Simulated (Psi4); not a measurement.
# r2SCAN/def2-SVPD run of GaH2ClO (SMILES [OH][GaH][Cl])

Aim: the vertical ionisation energy of GaH2ClO at r2SCAN/def2-SVPD, from 2 runs. 

The results are computed with Psi4 1.11.

5 further runs of the same task are left out: 4 that didn't finish, 1 set aside as unsound or not needed. Runs told in other sessions of the task aren't counted.

### 1 Starting point

GaH2ClO has 5 atoms, charge 0, and is taken as a singlet. As SMILES, `[OH][GaH][Cl]`. The shape is that of a PBE0-D4/def2-TZVP optimisation. This is one conformer, not always the lowest.

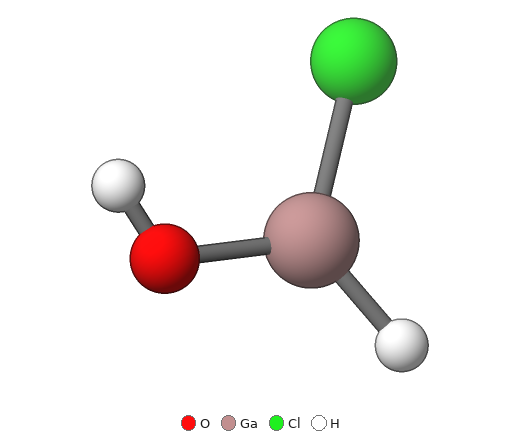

Viewed from a chosen angle; oxygen red, gallium pink, chlorine green, hydrogen white.

### 2 The energy at r2SCAN/def2-SVPD

The input, job.json:

```json
{
 "schema_name": "qcschema_input",
 "schema_version": 1,
 "molecule": {
  "schema_name": "qcschema_molecule",
  "schema_version": 2,
  "symbols": ["O", "Ga", "Cl", "H", "H"],
  "geometry": [-2.17772039, 0.97509868, -0.93900491, 0.88817128, 0.39325201, 0.27627796, 1.75272098, -3.50846552, 0.9535558, -3.160189, -0.53252482, -1.17597657, 2.79150343, 2.53336684, 0.80672408],
  "molecular_charge": 0,
  "molecular_multiplicity": 1,
  "fix_symmetry": "c1",
  "fix_com": true,
  "fix_orientation": true
 },
 "driver": "energy",
 "model": {
  "method": "r2scan",
  "basis": "def2-SVPD"
 },
 "keywords": {
  "puream": true,
  "e_convergence": 1e-09,
  "d_convergence": 1e-08,
  "scf_type": "pk",
  "dft_radial_points": 99,
  "dft_spherical_points": 590
 }
}
```

On the command line:

```console
psi4 --qcschema job.json -n 1 --memory 2200MB
```

stdout:

```text
[...]
  Running in c1 symmetry.
[...]
  Nuclear repulsion =  255.054728156434294
[...]
  Multiplicity = 1
[...]
  Nalpha       = 29
  Nbeta        = 29
[...]
    Number of basis functions: 104
[...]
   @RKS iter   1: -2459.04961573103901   -1.27818e+00   2.58466e-02 DIIS/ADIIS
[...]
   @RKS iter  13: -2461.05442710808757   -6.36646e-12   6.04739e-09 DIIS
[...]
    Orbital Energies [Eh]
    ---------------------
    Doubly Occupied:
       1A   -371.992811     2A   -101.174139     3A    -45.762731
       4A    -40.498511     5A    -40.495058     6A    -40.493758
       7A    -18.979214     8A     -9.372043     9A     -7.119901
      10A     -7.114966    11A     -7.114028    12A     -5.483825
      13A     -3.756363    14A     -3.748380    15A     -3.744277
      16A     -0.951171    17A     -0.815353    18A     -0.796435
      19A     -0.794700    20A     -0.793380    21A     -0.787414
      22A     -0.753570    23A     -0.482641    24A     -0.409644
      25A     -0.346085    26A     -0.321410    27A     -0.317781
      28A     -0.296284    29A     -0.293860
[...]
  @RKS Final Energy: -2461.05442710808757
   => Energetics <=
    Nuclear Repulsion Energy =            255.0547281564342939
    One-Electron Energy =               -3931.8754352024739092
    Two-Electron Energy =                1328.3625275753272490
    DFT Exchange-Correlation Energy =    -112.5962476373757681
    Empirical Dispersion Energy =           0.0000000000000000
    VV10 Nonlocal Energy =                  0.0000000000000000
    Total Energy =                      -2461.0544271080875660
[...]
 Multipole Moments:
 ------------------------------------------------------------------------------------
     Multipole            Electronic (a.u.)      Nuclear  (a.u.)        Total (a.u.)
 ------------------------------------------------------------------------------------
 L = 1.  Multiply by 2.5417464519 to convert [e a0] to [Debye]
 Dipole X            :        -39.5087291           39.5391176            0.0303885
 Dipole Y            :         37.8701988          -37.6514701            0.2187287
 Dipole Z            :        -16.9015757           16.8937736           -0.0078021
 Magnitude           :                                                    0.2209674
[...]
```

The result, in JSON:

```text
{
 "driver": "energy",
 "model": {
  "method": "r2scan",
  "basis": "def2-SVPD"
 },
 "success": true,
 "return_result": -2461.0544271080876,
 "properties": {
  "calcinfo_nbasis": 104,
  "calcinfo_nmo": 104,
  "calcinfo_nalpha": 29,
  "calcinfo_nbeta": 29,
  "calcinfo_natom": 5,
  "nuclear_repulsion_energy": 255.0547281564343,
  "return_energy": -2461.0544271080876,
  "scf_one_electron_energy": -3931.875435202474,
  "scf_two_electron_energy": 1328.3625275753272,
  "scf_xc_energy": -112.59624763737577,
  "scf_dipole_moment": [0.030388528125584457, 0.21872869008455353, -0.007802144822143475],
  "scf_total_energy": -2461.0544271080876,
  "scf_iterations": 13
 }
}
```

Wall time 42 s (1 thread of AMD EPYC 7R43 (Zen 3), shared host); peak memory 1 GiB.

### 3 The doublet cation: energy and gradient at U-r2SCAN/def2-SVPD

The input, clgah2o.inp:

```
memory 2.2 GB

molecule {
  1 2
  O     -1.152400     0.516000    -0.496900
  Ga     0.470000     0.208100     0.146200
  Cl     0.927500    -1.856600     0.504600
  H     -1.672300    -0.281800    -0.622300
  H      1.477200     1.340600     0.426900
  symmetry c1
  no_reorient
  no_com
}

set reference uks
set puream true
set e_convergence 1e-09
set d_convergence 1e-08
set scf_type pk
set dft_radial_points 99
set dft_spherical_points 590
set maxiter 100

result, w = gradient('r2scan/def2-SVPD', return_wfn=True)
oeprop(w, 'QUADRUPOLE', 'MULLIKEN_CHARGES', 'MAYER_INDICES', title='R2SCAN')
print_variables()
```

On the command line:

```console
psi4 -n 1 clgah2o.inp clgah2o.out
```

clgah2o.out, shortened:

```text
[...]
  Running in c1 symmetry.
[...]
  Nuclear repulsion =  255.054728086578365
[...]
  Multiplicity = 2
[...]
  Nalpha       = 29
  Nbeta        = 28
[...]
    Number of basis functions: 104
[...]
   @UKS iter   1: -2458.51597224796342   -7.44538e-01   2.61382e-02 DIIS/ADIIS
[...]
   @UKS iter  36: -2460.64311759514521   -6.82121e-12   2.72496e-09 DIIS
[...]
   @S^2 Observed:                7.576249688E-01
[...]
  @UKS Final Energy: -2460.64311759514521
   => Energetics <=
    Nuclear Repulsion Energy =            255.0547280865783648
    One-Electron Energy =               -3916.8407424383958642
    Two-Electron Energy =                1313.3994349087647606
    DFT Exchange-Correlation Energy =    -112.2565381520928156
    Empirical Dispersion Energy =           0.0000000000000000
    VV10 Nonlocal Energy =                  0.0000000000000000
    Total Energy =                      -2460.6431175951452133
  UHF NO Occupations:
  HONO-2 :   27  A 1.9995207
  HONO-1 :   28  A 1.9973909
[...]
  -Total Gradient:
     Atom            X                  Y                   Z
    ------   -----------------  -----------------  -----------------
       1        0.008444828354    -0.006809834581     0.003251212848
       2       -0.024319534389    -0.013654714004    -0.004616291013
       3        0.000312172851     0.009731431657    -0.001569206553
       4        0.016349922300     0.010293856098     0.004802898611
       5       -0.000526170215    -0.000074408364    -0.001732002426
[...]
 Multipole Moments:
 ------------------------------------------------------------------------------------
     Multipole            Electronic (a.u.)      Nuclear  (a.u.)        Total (a.u.)
 ------------------------------------------------------------------------------------
 L = 1.  Multiply by 2.5417464519 to convert [e a0] to [Debye]
 Dipole X            :        -38.9691741           39.5391177            0.5699436
[...]
  Mulliken Charges: (a.u.)
   Center  Symbol    Alpha    Beta     Spin     Total
       1     O     4.44967  3.99242  0.45725 -0.44209
       2    GA    14.83644 14.90475 -0.06831  1.25880
       3    CL     8.87429  8.32973  0.54456 -0.20402
       4     H     0.35027  0.37662 -0.02635  0.27311
       5     H     0.48933  0.39647  0.09286  0.11419
   Total alpha = 29.00000, Total beta = 28.00000, Total charge =  1.00000
  Mayer Bond Indices:
  Total Bond Index:
[...]
```

Wall time 3.5 min (1 thread of AMD EPYC 7R43 (Zen 3), shared host); peak memory 1 GiB.

### 4 Results

At r2SCAN/def2-SVPD:

| quantity | value |
| --- | --- |
| singlet GaH2ClO: total energy | -2461.05443 Eh |
| singlet GaH2ClO: dipole moment | 0.56 D |
| singlet GaH2ClO: HOMO energy | -8.00 eV |
| singlet GaH2ClO: LUMO energy | -1.72 eV |
| singlet GaH2ClO: HOMO–LUMO gap | 6.28 eV |
| doublet cation: total energy | -2460.64312 Eh |
| doublet cation: HOMO energy (highest over α and β) | -14.64 eV |
| doublet cation: LUMO energy (lowest over α and β) | -14.32 eV |
| doublet cation: ⟨S²⟩ | 0.758 |
| doublet cation: largest force on an atom | 1.454 eV/Å |
| vertical ionisation energy (to the doublet cation) | 11.192 eV |

Removing an electron at fixed nuclei costs 11.19 eV (1080 kJ/mol). The negative HOMO energy of the first species, 8.00 eV, lies 3.20 eV below that difference. With no_com the log's rotational constants are taken about the origin, not the centre of mass, so they aren't the molecule's. Mulliken charges (doublet cation) run from -0.44 on O1 to +1.26 on Ga2; in a basis this large or diffuse they mean little.
